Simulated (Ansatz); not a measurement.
```xyz
5

B    -0.6946    0.0070    0.0326
Si    1.1024   -0.5486    0.5073
H    -1.4678   -0.7846   -0.3801
H    -1.0142    1.1375    0.1538
H     2.0742    0.1887   -0.3136
```

Not at a stationary point (largest force 1.2 eV/Å).

Level of theory: Ansatz 0.2.0, SCF SVWN5, Gaussian basis.

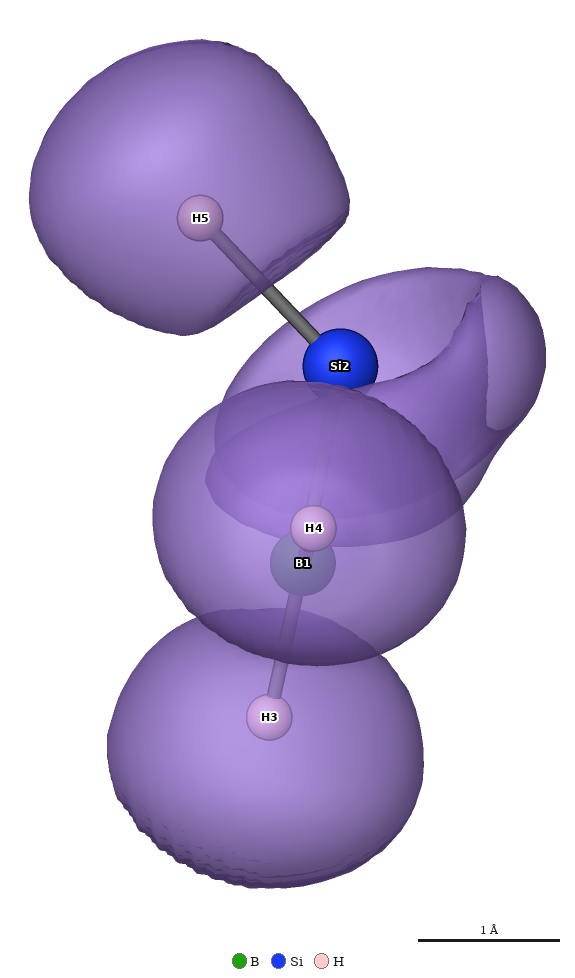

BH₃Si (triplet). Isosurface of the electron localisation function at 0.8 (purple), seen at an oblique angle. Only the valence region is drawn (cores and ρ < 0.01 e/Å³ removed).

Identify the bonds, lone pairs and shells in this picture.

The surface consists of three regions around hydrogen nuclei and one region on Si in which the atom's valence shell and bonds are merged. Along the contacts the grid gives the following. Si–B (1.94 Å): the ELF peaks at about 0.95 between the atoms; a covalent bond. B–H (1.18 Å): the ELF climbs to about 1 towards the hydrogen, as it does in any bond to H (a covalent bond by its length).
